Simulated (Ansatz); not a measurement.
Electronic density of states of amorphous Ti$_{20}$O$_{45}$Nb$_{2}$, density 3.72 g/cm³, on a 2×2×2 Γ-centred mesh with a Gaussian width of 0.1 eV; energies count from the Fermi level, whose place inside the gap is arbitrary. Cell and mesh are small, so fine structure isn't converged. Calculation: PBE, scalar-relativistic without spin-orbit coupling (plane waves to 420 eV, PAW; Ansatz, a quantum-chemistry and plane-wave program). Sampling: a 2×2×2 Γ-centred mesh; Fermi-Dirac width 0.02 eV; no spin polarisation. At PBE the levels at the filled edge of the gap are localised (band-tail or defect states).

Preparation: random packing, a CHGNet melt and quench, and a DFT relaxation. O atoms were pushed apart under 1.9 Å during the dynamics, to hinder bonds among them. The hot cell started wider than the set density and was brought back towards it in steps. It is the lowest in DFT energy of 2 quenches. It is a model cell: composition and starting density were chosen by hand, and all elements were melted together. No dispersion term was used. Its density started from a set value of 3.72 and ended at 3.72 g/cm³. The quench (nominally 300 K/ps over its main leg) was far faster than any real one, so the model tends to hold more defects than a real film. One small periodic cell is one sample of the glass; other quenches scatter about these values. The volume was held where the preparation left it and the shape relaxed, at a PBE pressure of 4.0 GPa. Stress components on the final sampling reach 4.1 GPa.

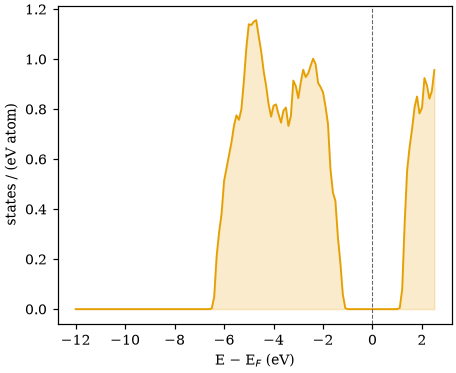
Figure: Density of states per atom

The level gap on this mesh is 2.58 eV; the broadening fills part of it in the curve.
